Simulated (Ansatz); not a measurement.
# A computed series for hypothetical rock salt PdGe: pressure series

Consider PdGe in the rock salt structure (space group Fm-3m, No. 225; a = 5.1661 Å; a hypothetical phase, not in the database extracts checked).

Cell and atoms are relaxed at each pressure.

Calculations: r2SCAN in Ansatz (plane waves to 500 eV, PAW, without spin-orbit coupling).

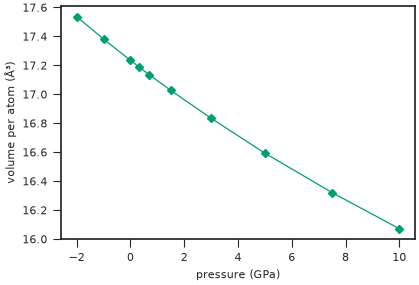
Figure. Volume per atom against pressure

```
pressure (GPa)  volume per atom
--------------  ---------------
-2                     17.54 Å³
-1                     17.38 Å³
0.3                    17.19 Å³
0.7                    17.14 Å³
1.5                    17.03 Å³
3                      16.83 Å³
5                      16.59 Å³
7.5                    16.32 Å³
10                     16.07 Å³
```

Load acts through the strain it causes; cell and atoms are relaxed under it. No phonon test of stability was made. Competing high-pressure phases were not computed. The final runs are not spin-polarised.

Ansatz is a quantum-chemistry and plane-wave program.
